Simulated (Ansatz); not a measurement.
```xyz
7

Ga    0.4163   -1.4957   -0.2514
Si   -2.2564    0.0930   -0.7596
Si   -1.9669   -2.2362   -1.3367
Zn   -2.3119   -2.7527    0.9253
H    -1.0040    0.7241   -0.1313
H    -2.3961    0.8287   -2.0672
H    -3.3843    0.5187    0.1385
```

Geometry: BLYP-D3(BJ)/def2-SVP.

These are results of isolated molecule in a Gaussian basis; Kohn-Sham density functional theory, functional PBE0 in Ansatz, not measurements.

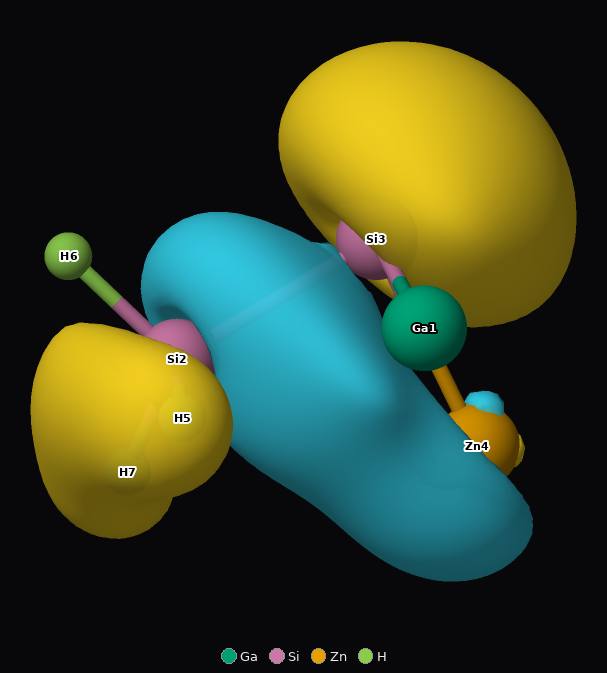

GaH₃Si₂Zn. The HOMO−1 at ±0.08 Å⁻³ᐟ² (yellow and cyan are the two phases), seen from one side.

Describe this orbital and give its energy.

Answer. By Hirshfeld shares it lies mainly on Si3 (about 55 %), Si2 (about 25 %) and Zn4 (about 10 %). Its energy is −6.64 eV.
